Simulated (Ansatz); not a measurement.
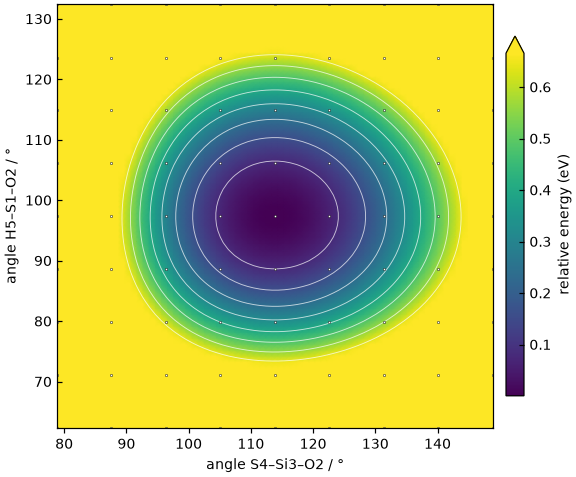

H4OS2Si, SMILES SO[SiH2]S. Coordinates scanned: (1) angle S4–Si3–O2; (2) angle H5–S1–O2. Nothing is relaxed (all other coordinates rigid). The grid has 9 × 9 points. Energies: eV, counted from the lowest grid point. All numbers below come from Ansatz 0.2.0, RKS PBE0-D4/def2-TZVP.

Drawn: a smooth colour map with a few white contour lines, dots at the grid points, one colour for all values above the top of the scale. Between grid points the surface is interpolated.

Q: Estimate the position of the minimum and the force constants in these coordinates.

A: The interpolated minimum is at angle S4–Si3–O2 ≈ 113.9°, angle H5–S1–O2 ≈ 97.4°. The curvatures there are about 5.3 eV/rad² and 6.6 eV/rad², with a cross term of about 0 eV/rad². Round the minimum the two coordinates are nearly uncoupled.
